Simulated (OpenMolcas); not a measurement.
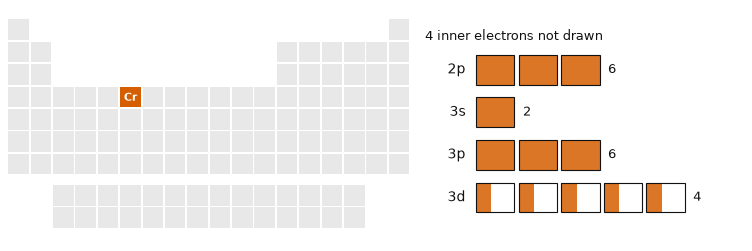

Left, the place of chromium in the periodic table; right, the outer shells of the leading configuration of the lowest level: a box for each of the 2l + 1 orbitals, shaded by the share of the shell that is filled, with the electron count at the right.

**Run report: Cr²⁺ complex, multiconfigurational calculation (part 1 of 2)**

Cr²⁺ with 6 ligands (Cl; octahedron, 2.651 Å), embedded in NaCl by model potentials and point charges, whose field is part of the energies. Computed at this level: state-averaged CASSCF, active space 4 electrons in the shell 3d, basis ANO-RCC-VTZP on the metal and ANO-RCC-VDZP on the ligands, DKH2 scalar Hamiltonian, spin-orbit coupling by RASSI with atomic mean-field integrals (OpenMolcas).

## Log (extracts)
```
--- SEWARD ---
Basis set label: CR.ANO-RCC...6S5P3D2F1G.

      Electronic valence basis set:
      ------------------
      Associated Effective Charge  24.000000 au
      Associated Actual Charge     24.000000 au
      Nuclear Model: Point charge

      Shell  nPrim  nBasis  Cartesian Spherical Contaminant
         s      21       6        X
         p      15       5        X
         d      10       3                 X
         f       6       2                 X
         g       4       1                 X
                  Relativistic Douglas-Kroll-Hess integrals:
                    - DKH order of Hamiltonian: 2
                    - DKH order of Properties : 0
                  Atomic mean-field integrals
--- RASSCF ---
Wave function specifications:
      -----------------------------

      Number of closed shell electrons         126
      Number of electrons in active shells       4
      Max number of holes in RAS1 space          0
      Max nr of electrons in RAS3 space          0
      Number of inactive orbitals               63
      Number of active orbitals                  5
      Number of secondary orbitals             123
      Spin quantum number                      2.0
      State symmetry                             1
Orbital specifications:
      -----------------------

      Symmetry species                           1   2
                                                ag  au
      Frozen orbitals                            0   0
      Inactive orbitals                         30  33
      Active orbitals                            5   0
      RAS1 orbitals                              0   0
      RAS2 orbitals                              5   0
      RAS3 orbitals                              0   0
      Secondary orbitals                        61  62
      Deleted orbitals                           0   0
      Number of basis functions                 96  95
      Number of CSFs                             5
      Number of root(s) required                 5
      Iter CI   SX   CI       RASSCF       Energy    max ROT     max BLB   max BLB  Level Ln srch  Step   QN
          iter iter root      energy       change     param      element    value   shift minimum  type update
 Nr of preliminary CI iterations:   1
      Total energies have been shifted. Add                -3000.00 au
        1   1   13    0  -817.31685051    0.00E+00  -6.98E-02   11  34 2  1.63E-01*  0.90   0.00    SX    NO
        2   1   13    0  -817.59573175   -2.79E-01* -3.10E-02   11  34 2  8.05E-02*  0.71   0.00    SX    NO
        3   1   12    0  -817.64608994   -5.04E-02* -1.40E-02   33  36 2  3.86E-02*  0.73   0.00    SX    NO
        4   1   12    0  -817.65477962   -8.69E-03* -6.86E-03   33  36 2  2.09E-02*  0.74   0.00    SX    NO
        5   1   11    0  -817.65718319   -2.40E-03* -8.44E-03   33  36 2  1.27E-02*  0.75   2.31    LS   YES
        6   1   11    0  -817.65831847   -1.14E-03* -1.66E-03    6  46 2 -6.98E-03*  0.75   1.06    QN   YES
        7   1   10    0  -817.65848233   -1.64E-04* -1.05E-03   20  34 2  1.48E-03*  0.75   1.64    LS   YES
        8   1   10    0  -817.65851190   -2.96E-05* -9.58E-04    4  44 2  3.50E-03*  0.75   1.01    QN   YES
        9   1    9    0  -817.65854267   -3.08E-05* -3.70E-04   12  61 1 -3.94E-04*  0.75   1.21    QN   YES
       10   1    9    0  -817.65854805   -5.38E-06*  1.61E-04   33  39 1  2.19E-04*  0.75   1.34    QN   YES
       11   1    7    0  -817.65854887   -8.20E-07* -4.53E-05   11  58 2  8.03E-05   0.75   1.20    QN   YES
       12   1    7    0  -817.65854896   -8.96E-08* -1.68E-05   11  58 2  3.41E-05   0.75   1.31    QN   YES
       13   1    6    0  -817.65854898   -1.65E-08* -6.24E-06   30  82 1  1.25E-05   0.75   1.19    QN   YES
       14   1    5    0  -817.65854898   -2.40E-09  -3.15E-06   30  82 1  5.65E-06   0.75   1.15    QN   YES
      Convergence after 14 iterations
       15   1    5    0  -817.65854898   -3.59E-10  -3.15E-06    6  36 2  2.05E-06   0.75   1.15    QN   YES
      Natural orbitals and occupation numbers for root  1
      sym 1:   1.000000   1.000000  -0.000000   1.000000   1.000000
      Natural orbitals and occupation numbers for root  2
      sym 1:   1.000000   1.000000  -0.000000   1.000000   1.000000
      Natural orbitals and occupation numbers for root  3
      sym 1:   0.000000   1.000000   1.000000   1.000000   1.000000
::    RASSCF root number  1 Total energy:  -3817.67135495
::    RASSCF root number  2 Total energy:  -3817.67135495
::    RASSCF root number  3 Total energy:  -3817.65001167
::    RASSCF root number  4 Total energy:  -3817.65001167
::    RASSCF root number  5 Total energy:  -3817.65001167
--- RASSCF ---
Wave function specifications:
      -----------------------------

      Number of closed shell electrons         126
      Number of electrons in active shells       4
      Max number of holes in RAS1 space          0
      Max nr of electrons in RAS3 space          0
      Number of inactive orbitals               63
      Number of active orbitals                  5
      Number of secondary orbitals             123
      Spin quantum number                      1.0
      State symmetry                             1
Orbital specifications:
      -----------------------

      Symmetry species                           1   2
                                                ag  au
      Frozen orbitals                            0   0
      Inactive orbitals                         30  33
      Active orbitals                            5   0
      RAS1 orbitals                              0   0
      RAS2 orbitals                              5   0
      RAS3 orbitals                              0   0
      Secondary orbitals                        61  62
      Deleted orbitals                           0   0
      Number of basis functions                 96  95
      Number of CSFs                            45
      Number of root(s) required                45
      Iter CI   SX   CI       RASSCF       Energy    max ROT     max BLB   max BLB  Level Ln srch  Step   QN
          iter iter root      energy       change     param      element    value   shift minimum  type update
 Nr of preliminary CI iterations:   1
      Total energies have been shifted. Add                -3000.00 au
        1   1   12    0  -817.52413540    0.00E+00  -1.35E-02   34  40 1 -1.70E-02*  0.74   0.00    SX    NO
        2   1   11    0  -817.52569831   -1.56E-03* -3.95E-03   19  46 2 -1.20E-02*  0.72   0.00    SX    NO
        3   1   10    0  -817.52602452   -3.26E-04* -2.44E-03   34  40 1 -3.04E-03*  0.72   0.00    SX    NO
        4   1   10    0  -817.52611037   -8.59E-05*  1.38E-03   26  33 1  1.87E-03*  0.72   0.00    SX    NO
        5   1    9    0  -817.52613583   -2.55E-05*  1.61E-03   26  33 1  1.06E-03*  0.72   2.17    LS   YES
        6   1    9    0  -817.52614629   -1.05E-05*  3.10E-04   19  46 2  1.27E-03*  0.72   1.01    QN   YES
        7   1    8    0  -817.52614759   -1.29E-06* -8.17E-05   33  39 1  1.60E-04*  0.72   0.89    QN   YES
        8   1    7    0  -817.52614777   -1.85E-07* -6.16E-05   27  41 1 -5.02E-05   0.72   1.75    LS   YES
        9   1    7    0  -817.52614781   -3.64E-08* -2.05E-05   19  46 2  9.11E-05   0.72   0.89    QN   YES
       10   1    6    0  -817.52614783   -1.98E-08*  1.76E-05   31  36 2  1.69E-05   0.72   1.49    QN   YES
       11   1    5    0  -817.52614783   -5.53E-09   8.08E-06   19  46 2 -1.51E-05   0.72   1.14    QN   YES
      Convergence after 11 iterations
       12   1    5    0  -817.52614783   -6.81E-10   8.08E-06   19  46 2 -5.94E-06   0.72   1.14    QN   YES
      Natural orbitals and occupation numbers for root  1
      sym 1:   1.000134   1.777150   0.053107   0.999121   0.170487
      Natural orbitals and occupation numbers for root  2
      sym 1:   0.999089   1.000198   0.170607   1.777029   0.053076
      Natural orbitals and occupation numbers for root  3
      sym 1:   1.776512   0.999606   0.052952   0.999818   0.171112
::    RASSCF root number  1 Total energy:  -3817.59605490
::    RASSCF root number  2 Total energy:  -3817.59605490
::    RASSCF root number  3 Total energy:  -3817.59605490
::    RASSCF root number  4 Total energy:  -3817.58236374
::    RASSCF root number  5 Total energy:  -3817.58236374
::    RASSCF root number  6 Total energy:  -3817.57738535
::    RASSCF root number  7 Total energy:  -3817.57738535
::    RASSCF root number  8 Total energy:  -3817.57738535
::    RASSCF root number  9 Total energy:  -3817.57568824
::    RASSCF root number 10 Total energy:  -3817.57568824
::    RASSCF root number 11 Total energy:  -3817.57568824
::    RASSCF root number 12 Total energy:  -3817.56847746
::    RASSCF root number 13 Total energy:  -3817.56267992
::    RASSCF root number 14 Total energy:  -3817.55996850
::    RASSCF root number 15 Total energy:  -3817.55996850
::    RASSCF root number 16 Total energy:  -3817.55996850
::    RASSCF root number 17 Total energy:  -3817.55556908
::    RASSCF root number 18 Total energy:  -3817.55556908
::    RASSCF root number 19 Total energy:  -3817.55556908
::    RASSCF root number 20 Total energy:  -3817.55273137
::    RASSCF root number 21 Total energy:  -3817.55273137
::    RASSCF root number 22 Total energy:  -3817.54858765
::    RASSCF root number 23 Total energy:  -3817.54858765
::    RASSCF root number 24 Total energy:  -3817.54858765
::    RASSCF root number 25 Total energy:  -3817.53643274
::    RASSCF root number 26 Total energy:  -3817.53643274
::    RASSCF root number 27 Total energy:  -3817.53643274
::    RASSCF root number 28 Total energy:  -3817.53496659
::    RASSCF root number 29 Total energy:  -3817.53496659
::    RASSCF root number 30 Total energy:  -3817.53496659
--- RASSCF ---
Wave function specifications:
      -----------------------------

      Number of closed shell electrons         126
      Number of electrons in active shells       4
      Max number of holes in RAS1 space          0
      Max nr of electrons in RAS3 space          0
      Number of inactive orbitals               63
      Number of active orbitals                  5
      Number of secondary orbitals             123
      Spin quantum number                      0.0
      State symmetry                             1
Orbital specifications:
      -----------------------

      Symmetry species                           1   2
                                                ag  au
      Frozen orbitals                            0   0
      Inactive orbitals                         30  33
      Active orbitals                            5   0
      RAS1 orbitals                              0   0
      RAS2 orbitals                              5   0
      RAS3 orbitals                              0   0
      Secondary orbitals                        61  62
      Deleted orbitals                           0   0
      Number of basis functions                 96  95
      Number of CSFs                            50
      Number of root(s) required                50
      Iter CI   SX   CI       RASSCF       Energy    max ROT     max BLB   max BLB  Level Ln srch  Step   QN
          iter iter root      energy       change     param      element    value   shift minimum  type update
 Nr of preliminary CI iterations:   1
      Total energies have been shifted. Add                -3000.00 au
        1   1   11    0  -817.46098093    0.00E+00  -6.81E-03   34  40 1 -8.41E-03*  0.72   0.00    SX    NO
        2   1   10    0  -817.46138890   -4.08E-04* -2.15E-03   21  45 2 -6.02E-03*  0.71   0.00    SX    NO
        3   1   10    0  -817.46148110   -9.22E-05* -1.31E-03   34  40 1 -1.61E-03*  0.71   0.00    SX    NO
        4   1    9    0  -817.46150731   -2.62E-05*  7.86E-04   26  33 1  1.05E-03*  0.71   0.00    SX    NO
        5   1    9    0  -817.46151563   -8.31E-06*  9.78E-04   26  33 1  6.10E-04*  0.71   2.25    LS   YES
        6   1    8    0  -817.46151934   -3.72E-06*  1.99E-04   21  45 2  7.75E-04*  0.71   1.01    QN   YES
        7   1    8    0  -817.46151982   -4.78E-07* -5.36E-05   34  40 1  9.92E-05   0.71   0.87    QN   YES
        8   1    7    0  -817.46151989   -6.55E-08* -3.74E-05   27  41 1 -2.59E-05   0.71   1.54    QN   YES
        9   1    6    0  -817.46151991   -1.79E-08*  7.79E-06   26  75 1  8.68E-06   0.71   1.11    QN   YES
       10   1    5    0  -817.46151991   -1.49E-09   6.82E-06   24  34 1  4.54E-06   0.71   1.27    QN   YES
      Convergence after 10 iterations
       11   1    5    0  -817.46151991   -3.51E-10   6.82E-06   20  34 2  2.15E-06   0.71   1.27    QN   YES
      Natural orbitals and occupation numbers for root  1
      sym 1:   1.007118   0.979912   0.127325   1.732952   0.152694
      Natural orbitals and occupation numbers for root  2
      sym 1:   1.008325   1.732964   0.127335   0.978725   0.152650
      Natural orbitals and occupation numbers for root  3
      sym 1:   1.720394   0.994802   0.161364   0.993206   0.130235
::    RASSCF root number  1 Total energy:  -3817.55247393
::    RASSCF root number  2 Total energy:  -3817.55247393
::    RASSCF root number  3 Total energy:  -3817.55247393
::    RASSCF root number  4 Total energy:  -3817.55073120
::    RASSCF root number  5 Total energy:  -3817.55073120
::    RASSCF root number  6 Total energy:  -3817.53876983
::    RASSCF root number  7 Total energy:  -3817.53763965
::    RASSCF root number  8 Total energy:  -3817.53699032
::    RASSCF root number  9 Total energy:  -3817.53699032
::    RASSCF root number 10 Total energy:  -3817.53699032
::    RASSCF root number 11 Total energy:  -3817.53263657
::    RASSCF root number 12 Total energy:  -3817.53263657
::    RASSCF root number 13 Total energy:  -3817.53263657
::    RASSCF root number 14 Total energy:  -3817.51865400
::    RASSCF root number 15 Total energy:  -3817.51865400
::    RASSCF root number 16 Total energy:  -3817.51865400
::    RASSCF root number 17 Total energy:  -3817.51726256
::    RASSCF root number 18 Total energy:  -3817.51726256
::    RASSCF root number 19 Total energy:  -3817.50557489
::    RASSCF root number 20 Total energy:  -3817.50179507
::    RASSCF root number 21 Total energy:  -3817.50179507
::    RASSCF root number 22 Total energy:  -3817.49865898
::    RASSCF root number 23 Total energy:  -3817.49865898
::    RASSCF root number 24 Total energy:  -3817.49865898
::    RASSCF root number 25 Total energy:  -3817.48003266
::    RASSCF root number 26 Total energy:  -3817.48003266
::    RASSCF root number 27 Total energy:  -3817.48003266
::    RASSCF root number 28 Total energy:  -3817.47628067
::    RASSCF root number 29 Total energy:  -3817.46373777
::    RASSCF root number 30 Total energy:  -3817.46373777
--- RASSI ---
SPIN-FREE ENERGIES:
  (Shifted by EMIN (a.u.) =      -3817.6713549515)

 SF State       Relative EMIN(au)   Rel lowest level(eV)    D:o, cm**(-1)

     1             0.0000000000        0.0000000000              0.0000
     2             0.0000000000        0.0000000000              0.0000
     3             0.0213432797        0.5807802264           4684.3084
     4             0.0213432797        0.5807802264           4684.3084
     5             0.0213432797        0.5807802264           4684.3084
     6             0.0753000552        2.0490188871          16526.4519
     7             0.0753000552        2.0490188871          16526.4519
     8             0.0753000552        2.0490188871          16526.4519
     9             0.0889912160        2.4215743501          19531.3143
    10             0.0889912160        2.4215743501          19531.3143
    11             0.0939695970        2.5570429999          20623.9427
    12             0.0939695970        2.5570429999          20623.9427
    13             0.0939695970        2.5570429999          20623.9427
    14             0.0956667078        2.6032237362          20996.4154
    15             0.0956667078        2.6032237362          20996.4154
    16             0.0956667078        2.6032237362          20996.4154
    17             0.1028774937        2.7994392158          22579.0000
    18             0.1086750325        2.9571982842          23851.4127
    19             0.1113864538        3.0309798177          24446.5009
    20             0.1113864538        3.0309798177          24446.5009
    21             0.1113864538        3.0309798177          24446.5009
    22             0.1157858748        3.1506941605          25412.0622
    23             0.1157858748        3.1506941605          25412.0622
    24             0.1157858748        3.1506941605          25412.0622
    25             0.1186235794        3.2279120379          26034.8664
    26             0.1186235794        3.2279120379          26034.8664
    51             0.1188810231        3.2349174370          26091.3687
    52             0.1188810231        3.2349174370          26091.3687
    53             0.1188810231        3.2349174370          26091.3687
    54             0.1206237554        3.2823395987          26473.8543
    55             0.1206237554        3.2823395987          26473.8543
    27             0.1227673000        3.3406684194          26944.3079
    28             0.1227673000        3.3406684194          26944.3079
    29             0.1227673000        3.3406684194          26944.3079
    56             0.1325851219        3.6078249627          29099.0708
    57             0.1337152988        3.6385786418          29347.1159
    58             0.1343646348        3.6562479758          29489.6287
    59             0.1343646348        3.6562479758          29489.6287
    60             0.1343646348        3.6562479758          29489.6287
    30             0.1349222105        3.6714203830          29612.0024
Eigenvalues of complex Hamiltonian:
   -----------------------------------
  (Shifted by EMIN (a.u.) =      -3817.6713549515)

 SO State       Relative EMIN(au)   Rel lowest level(eV)    D:o, cm**(-1)

     1            -0.0001393426        0.0000000000              0.0000
     2            -0.0001081107        0.0008498636              6.8546
     3            -0.0001081107        0.0008498636              6.8546
     4            -0.0001081107        0.0008498636              6.8546
     5            -0.0000769173        0.0016986793             13.7008
     6            -0.0000769173        0.0016986793             13.7008
     7            -0.0000493099        0.0024499157             19.7599
     8            -0.0000493099        0.0024499157             19.7599
     9            -0.0000493099        0.0024499156             19.7599
    10            -0.0000215745        0.0032046337             25.8471
    11             0.0207710860        0.5690017492           4589.3086
    12             0.0207710860        0.5690017492           4589.3086
    13             0.0207710860        0.5690017492           4589.3086
    14             0.0207930436        0.5695992464           4594.1277
    15             0.0207930436        0.5695992464           4594.1277
    16             0.0207930436        0.5695992464           4594.1277
    17             0.0208214145        0.5703712562           4600.3544
    18             0.0216023127        0.5916205811           4771.7418
    19             0.0216023127        0.5916205811           4771.7418
    20             0.0216023127        0.5916205811           4771.7418
    21             0.0216151368        0.5919695428           4774.5564
    22             0.0216151368        0.5919695428           4774.5564
    23             0.0221328121        0.6060562053           4888.1730
    24             0.0221328121        0.6060562053           4888.1730
    25             0.0221328121        0.6060562053           4888.1730
    26             0.0748042334        2.0393185931          16448.2137
    27             0.0750722664        2.0466121419          16507.0402
    28             0.0750722664        2.0466121418          16507.0402
    29             0.0750722664        2.0466121418          16507.0402
    30             0.0753823187        2.0550490959          16575.0888
    31             0.0753823187        2.0550490961          16575.0888
    32             0.0753823187        2.0550490960          16575.0888
    33             0.0754149304        2.0559365063          16582.2462
    34             0.0754149304        2.0559365065          16582.2462
    35             0.0889203168        2.4234367902          19546.3359
    36             0.0889203168        2.4234367903          19546.3359
    37             0.0889203168        2.4234367903          19546.3359
    38             0.0889268797        2.4236153758          19547.7763
    39             0.0889268797        2.4236153758          19547.7763
    40             0.0889268797        2.4236153757          19547.7763
    41             0.0922214529        2.5132652813          20270.8516
```

(Continued in part 2.) Outcome of the run: converged.
